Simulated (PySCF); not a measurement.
**C2H7N2Si, doublet, SMILES `N=CC[N][SiH3]`: what the electrons do**

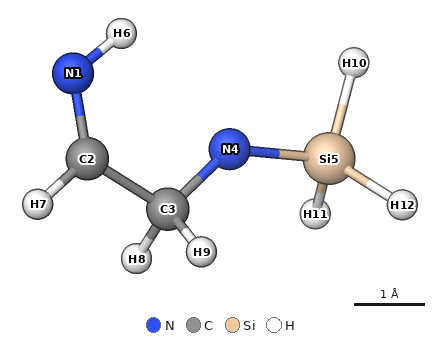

The molecule, with its atoms numbered as below. No frequency check shows the geometry to be a minimum.

Geometry (Å), atoms numbered from 1:

```
N1      -2.3805    0.8941    0.0003
C2      -2.0447   -0.3051    0.0006
C3      -0.6322   -0.8779   -0.0005
N4       0.3431    0.1013   -0.0017
Si5      2.0269    0.1542    0.0010
H6      -1.6094    1.5603   -0.0012
H7      -2.8319   -1.0538    0.0022
H8      -0.5627   -1.5372   -0.8835
H9      -0.5610   -1.5382    0.8830
H10      2.3380    1.5791   -0.0005
H11      2.5860   -0.5183   -1.1872
H12      2.5883   -0.5196    1.1820
```

### 1. Bonding charge

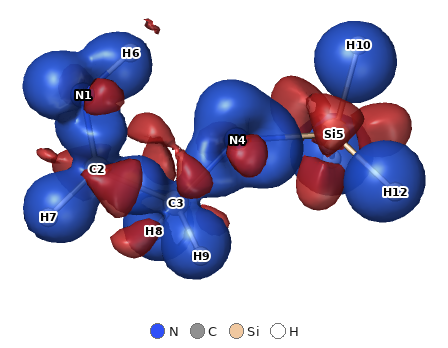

Deformation density (molecule less spherical, spin-averaged free atoms at the same positions), surfaces at ±0.08 e/Å³; blue: gain, red: loss.

PySCF calculation, PBE0/def2-TZVP, gas phase; geometry: GFN2-xTB. The stability of the open-shell solution wasn't checked. GFN2-xTB doesn't know the spin state, so this open-shell geometry is rough.

Describe the bonding that the map shows.

Answer. The five largest and four smallest: N1–H6: +0.84 e/Å³ at the bond critical point (bond length 1.02 Å, Mayer order 0.9). C2–H7: +0.79 e/Å³ at the bond critical point (bond length 1.09 Å, Mayer order 0.9). N1–C2: +0.76 e/Å³ at the bond critical point (bond length 1.25 Å, Mayer order 2.2). C3–H8 and C3–H9: +0.68 e/Å³ at the bond critical point (bond length 1.10 Å, Mayer order 0.9). C2–C3: +0.54 e/Å³ at the bond critical point (bond length 1.52 Å, Mayer order 1.0). Si5–H10: +0.24 e/Å³ at the bond critical point (bond length 1.46 Å, Mayer order 1.0). Si5–H12: +0.22 e/Å³ at the bond critical point (bond length 1.47 Å, Mayer order 0.9). Si5–H11: +0.22 e/Å³ at the bond critical point (bond length 1.48 Å, Mayer order 0.9). N4–Si5: +0.16 e/Å³ at the bond critical point (bond length 1.69 Å, Mayer order 1.2). In all, 2.9 electrons gather in the regions of gain relative to the promolecule.

Where do the Hirshfeld charges lie?

Answer. The highest Hirshfeld charge is on Si5 (+0.34 e), the lowest on N1 (−0.24 e).

```json
{"atom": "N1", "charge (e)": "−0.24"}
{"atom": "C2", "charge (e)": "+0.04"}
{"atom": "C3", "charge (e)": "−0.03"}
{"atom": "N4", "charge (e)": "−0.16"}
{"atom": "Si5", "charge (e)": "+0.34"}
{"atom": "H6", "charge (e)": "+0.10"}
{"atom": "H7", "charge (e)": "+0.05"}
{"atom": "H8", "charge (e)": "+0.07"}
{"atom": "H9", "charge (e)": "+0.07"}
{"atom": "H10", "charge (e)": "−0.08"}
{"atom": "H11", "charge (e)": "−0.07"}
{"atom": "H12", "charge (e)": "−0.07"}
```

### 2. Electrostatic potential

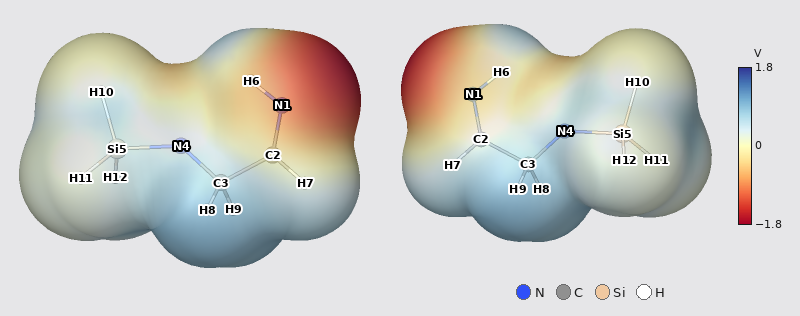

Electrostatic potential on the surface of electron density 0.001 a.u. (back view left, front view right).

Where are the extremes of the potential on the surface?

Answer. Highest: 1.08 V, near Si5 (2.01 Å), H10 (2.01 Å), H12 (2.09 Å) and H11 (2.10 Å). Further maxima include 0.67 V, 1.9 Å from H12. Lowest: −1.78 V, 2.0 Å from N1. Further minima include −0.48 V, about equally far (2.0 Å) from N4, H6 and H10; 0.14 V, 1.5 Å from H11, and at like points elsewhere. The surface is sampled at points, so like sites can differ by a few per cent and only the strongest of them is named.

What volume does the surface enclose, and what is the dipole moment?

Answer. About 129 Å³; the dipole moment is 3.0 D.

### 3. Spin density

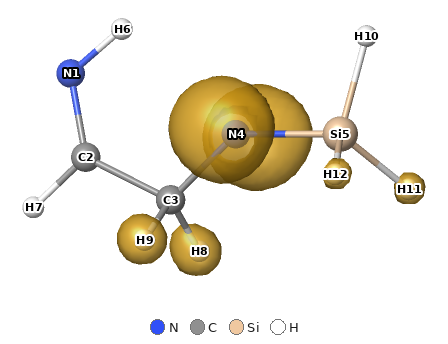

Spin density ρα − ρβ at ±0.05 e/Å³ (yellow: excess α, teal: excess β).

Give the atomic spin populations that go with this picture.

Answer. Hirshfeld spin populations: N4 +0.71, Si5 +0.08, C3 +0.06 and H8 and H9 +0.04. ⟨S²⟩ = 0.76, as for a pure state.

### 4. In an electric field

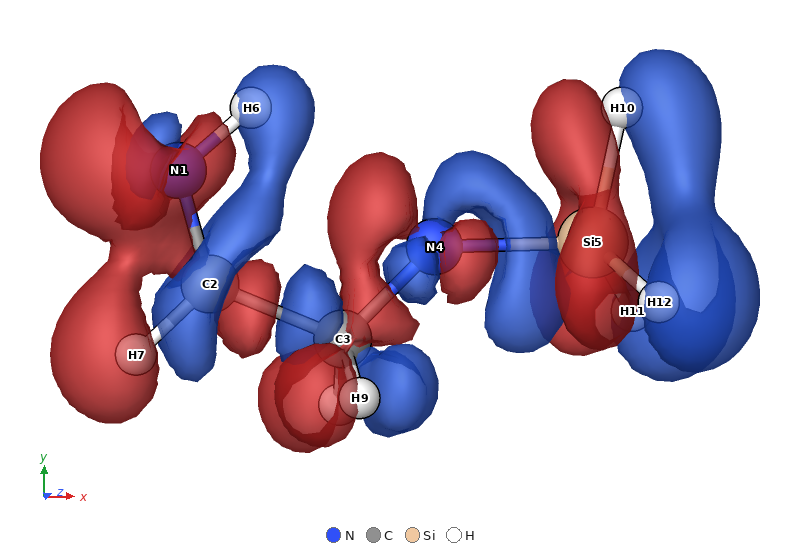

Change of the electron density in a uniform field of 0.26 V/Å, surfaces at ±0.002 e/Å³ (blue: gain, red: loss).

PySCF calculation, ωB97X/def2-SVPD, gas phase; geometry: GFN2-xTB. The stability of the open-shell solution wasn't checked. GFN2-xTB doesn't know the spin state, so this open-shell geometry is rough.

The field was applied in both directions; the picture shows the one opposite to the script's first.

Along which Cartesian direction does the field point?

Answer. Along −x: electrons gather on the +x side, against the field.

How large is the response?

Answer. The induced dipole is 1.01 D (along the field); α along this axis, from the fields in both directions, is 79 bohr³ (11.7 Å³).
